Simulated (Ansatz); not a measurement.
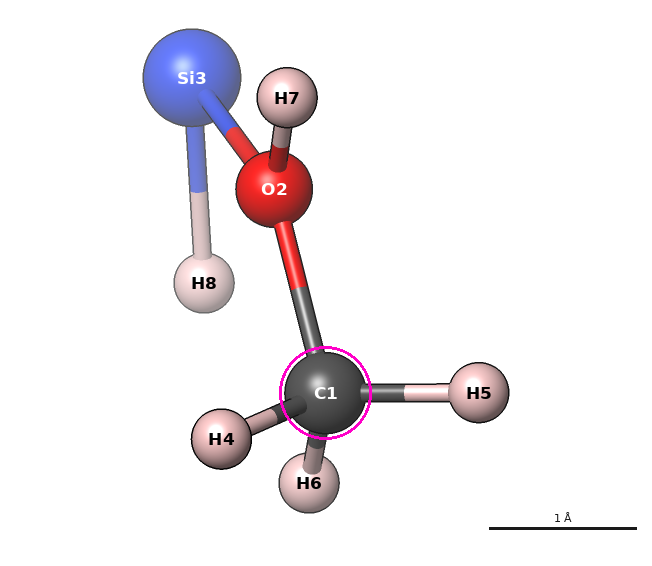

Orthographic view. Atoms fade into the background with distance from the viewer. The species has charge +1 and is a spin singlet. The geometry was computed by an optimisation with PBE-D4/def2-SVP. No frequency run is at hand to confirm it as a minimum.

Which atoms are bonded to the circled atom?

Answer. The circled atom is C1; it is bonded to O2, H4, H5, H6.

Which atom is farthest from the viewer?

Answer. H8, 2.1 Å behind the mean position.

What is the shortest path along bonds from the circled atom to H8?

Answer. C1–O2–Si3–H8, 3 bonds; through space the two are 2.87 Å apart.

Of O2 and H7, which is nearer the viewer?

Answer. H7; the bond to O2 points away from the viewer, so it looks shorter than its 0.99 Å.
